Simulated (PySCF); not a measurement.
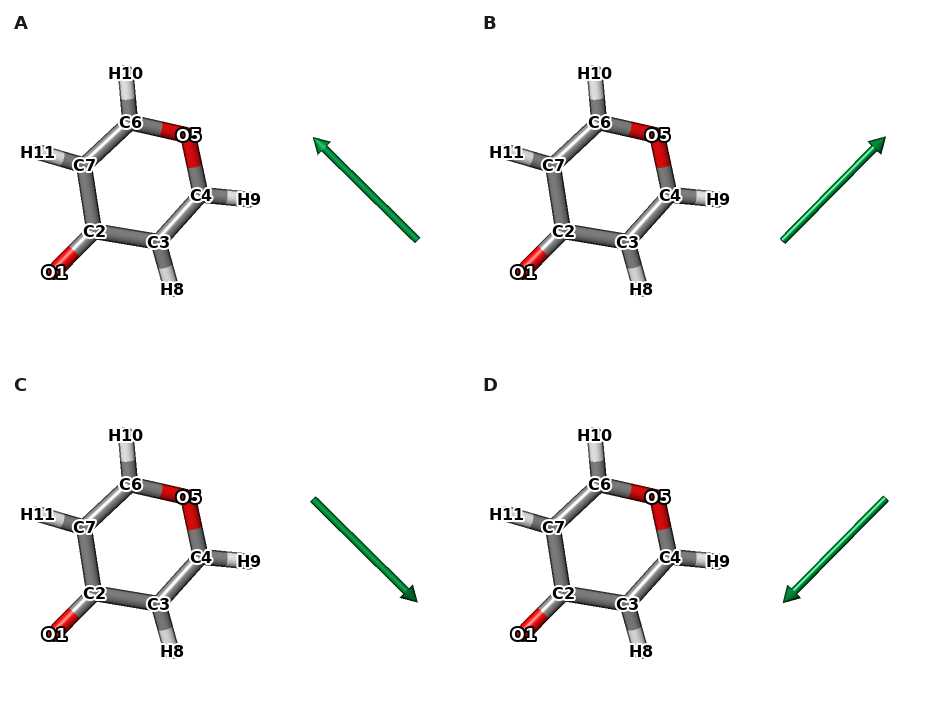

The same molecule four times, each with an arrow. The computed structure is the end point of a PBE0-D3(BJ)/def2-SVP optimisation. No frequency run is at hand to confirm it as a minimum. Method: PBE0/pcSseg-1, gas phase (PySCF 2.14.0).

> Which arrow points along the dipole moment, from the negative to the positive end?

B. The dipole moment is 3.95 D; it points from the side of O1 to the side of O5, H9, H10 (the outermost atoms at the two ends).
